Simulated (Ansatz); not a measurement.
# AlClFH₃O₂···HF: what the fields show

The calculation's input:

```
crystal:
  periodic: [false, false, false]
  atoms:
    - { symbol: Al, position_ang: [-0.945183, -0.887031, -0.041087] }
    - { symbol: Cl, position_ang: [1.602204, 0.804254, -1.787037] }
    - { symbol: O, position_ang: [-0.217194, -2.391905, 0.262542] }
    - { symbol: O, position_ang: [-2.141857, -0.792119, -1.24392] }
    - { symbol: H, position_ang: [0.925464, 1.784123, 1.571761] }
    - { symbol: F, position_ang: [-0.702693, 0.449945, 1.051354] }
    - { symbol: H, position_ang: [1.824867, 1.430792, -0.649588] }
    - { symbol: F, position_ang: [1.762605, 2.125269, 1.406084] }
    - { symbol: H, position_ang: [0.488148, -2.555049, 0.905151] }
    - { symbol: H, position_ang: [-2.59626, 0.031522, -1.47526] }
basis:
  gaussian: { orbitals: def2-SVP }
hamiltonian:
  xc: pbe
  dispersion: d4
relax:
  f_tol: 0.03
  max_steps: 50
output:
  orbitals: {}
```

Run with:

```sh
ansatz run input.yaml --threads 2 --pin off --max-ram 3072MiB --backend cpu --events-out ev --progress --plain --runs-dir out
```

The fields are those of the relaxed geometry.

Level of theory: RKS PBE-D4/def2-SVP (Ansatz).

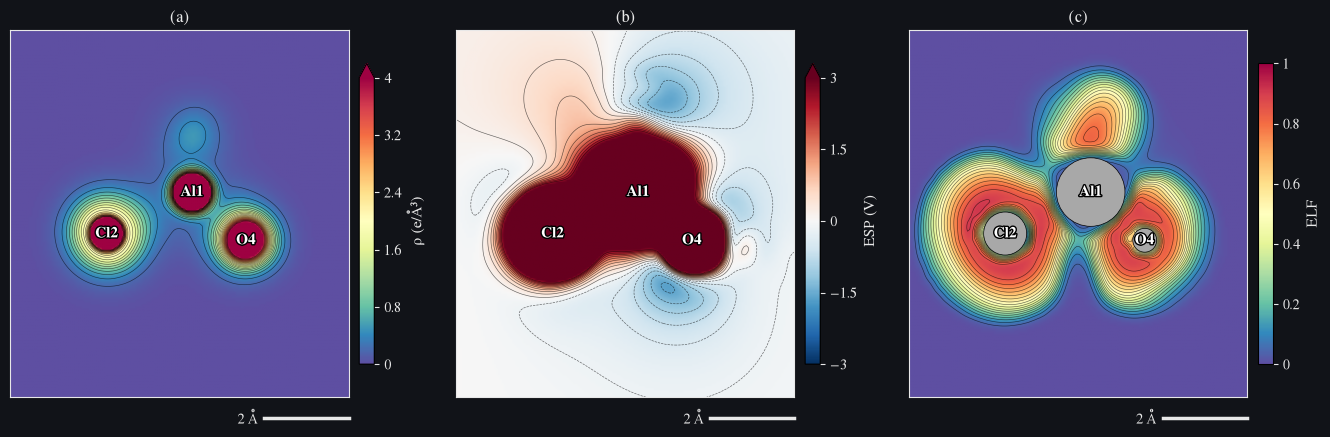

Figure 1. (a) total electron density; (b) molecular electrostatic potential; (c) electron localisation function on the plane of atoms Cl2, Al1 and O4. Grey discs cover the atomic cores in the ELF map.

Question: Read the bonding off the picture.

Answer:
- The plane passes through Al, Cl and O nuclei.
- Al–O (1.71 Å): ρ at the midpoint is about 0.83 e/Å³; the ELF peaks at about 0.90 in the valence shell of O, 0.6 Å from its nucleus, and is about 0.40 at the midpoint.
- Al–Cl (2.25 Å): ρ is about 0.54 e/Å³ halfway; the ELF peaks at about 0.90 in the valence shell of Cl, 0.9 Å from its nucleus, and is about 0.85 at the midpoint.
- The ELF also peaks beside Cl2 and O4, away from the bonds: lone-pair regions.
- Outside the dense part of the complex the potential is most negative (−1.6 V) near O4.

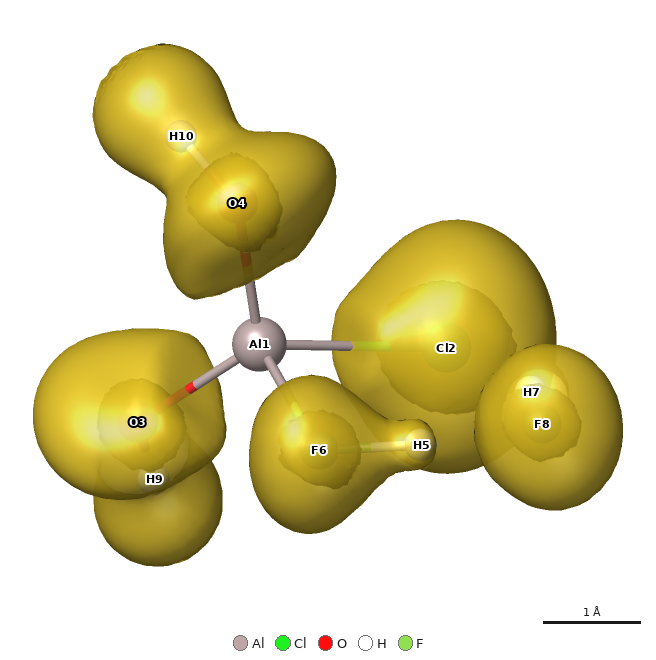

Figure 2. Isosurface of the ELF at 0.75 (yellow), seen at a tilt. Core shells and regions of very low density are left out.

Question: What do the ELF domains correspond to?

Answer: The ELF exceeds this value in one region on Cl in which the atom's valence shell and bonds are merged, two joined regions spread over several atoms (F, H), in which their bonds and any lone pairs are merged and two joined regions spread over several atoms (H, O), in which their bonds and any lone pairs are merged. Along the contacts the grid gives the following. F8···H5 (1.29 Å): the ELF peaks at about 0.85 between the atoms.

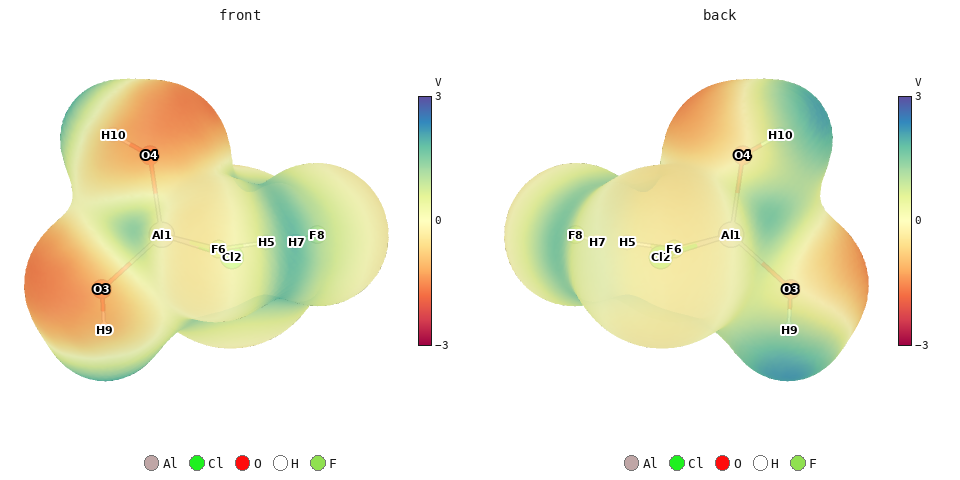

Figure 3. The electrostatic potential painted on the density surface at 0.002 e/bohr³, seen from the front and from behind; the colour scale runs from red (negative) to blue (positive).

Question: Where is the surface potential most negative and most positive?

Answer: The most negative region (about −1.6 V) lies over O3 and O4, the most positive (about +2.1 V) over Al1, H9 and H10.
